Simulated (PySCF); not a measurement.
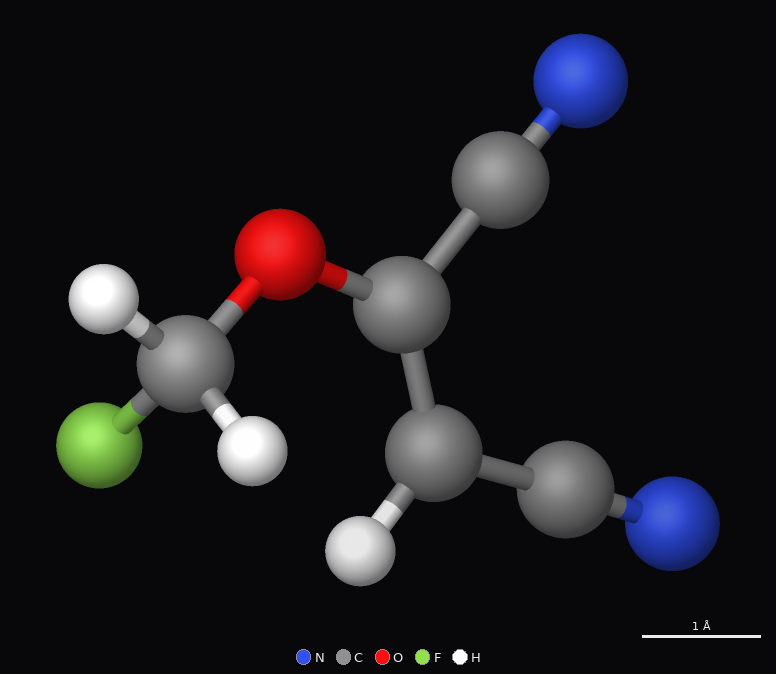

Rendered structure (ball-and-stick style). Every bond is drawn as one stick, whatever its order.

The computed structure is the end point of a GFN2-xTB optimisation. No frequency run is at hand to confirm it as a minimum.

Question: Give the formula.

Answer: C₅H₃FN₂O, 12 atoms: 5 carbon, 3 hydrogen, 1 fluorine, 2 nitrogen and 1 oxygen.

Question: Name functional groups in it.

Answer: Among them: ether, nitrile, alkene, C–F bond.

Question: Give the symmetry (Schoenflies symbol).

Answer: C1.

More results for the same structure follow; atom numbers are the same in all pictures, views and colours differ.

## Spin–spin coupling

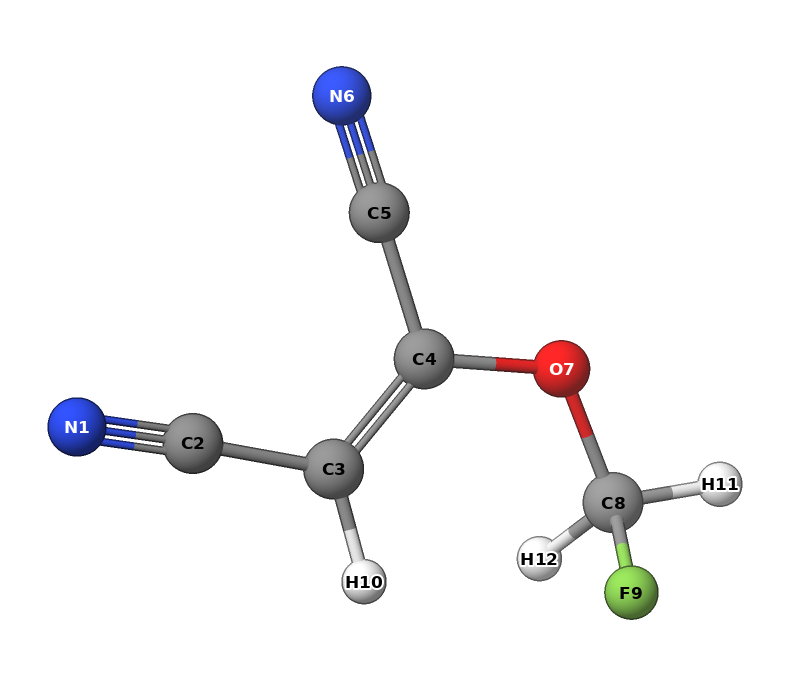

No frequency run is at hand to confirm it as a minimum. Level of theory: B3LYP/pcJ-1 indirect spin-spin coupling, non-relativistic, gas phase (PySCF 2.14.0). Isotopes: 13C, 19F, 1H, 15N, 17O.

Give the spin–spin coupling constants of these pairs, with the number of bonds between them: C8/F9, O7/F9, F9/H12, F9/H11.

```
   pair  bonds apart  J (Hz)
 C8, F9            1  −285.3
 O7, F9            2   −26.7
F9, H12            2    61.1
F9, H11            2    52.7
```

Density functionals are unreliable for couplings to fluorine, so those rows may be far off.

## Electronic properties

No frequency run is at hand to confirm it as a minimum. Level of theory: B3LYP/pcJ-1, gas phase (PySCF 2.14.0).

Computed properties:

- dipole moment: 6.14 D
- HOMO energy (Kohn–Sham orbital): −8.21 eV
- LUMO energy (Kohn–Sham orbital): −2.95 eV
- HOMO–LUMO gap: 5.26 eV

## Quadrupole coupling

No frequency run is at hand to confirm it as a minimum. Electric field gradients from the ground-state density, B3LYP/pcJ-1 (PySCF 2.14.0), non-relativistic apart from any core potentials.

Give the largest field-gradient component, the quadrupole coupling constant and the asymmetry for 14N at N1 (Q = 20.44 mb), 14N at N6 (Q = 20.44 mb), 17O at O7 (Q = −25.6 mb).

```tsv
atom	V_zz (a.u.)	e²qQ/h (MHz)	η
N1	−1.000	−4.80	0.09
N6	−1.050	−5.04	0.05
O7	1.884	−11.33	0.50
```
